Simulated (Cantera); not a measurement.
Input: 1 mol Al, 1.7 mol Cl2, 1.3 mol HCl, equilibrated at 13300 Pa.

Cantera equilibrium calculation (NASA polynomials, part measured and part estimated; ideal gas, pure solids and liquids). Candidate condensed phases: Al, AlCl3; 12 gas species. Rates play no part.

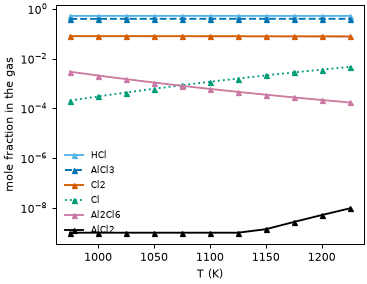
Figure: Equilibrium gas composition (values under 1e-9 drawn at 1e-9)

From 975 K to 1225 K nothing is condensed. The main Al-bearing gas is AlCl3 throughout.
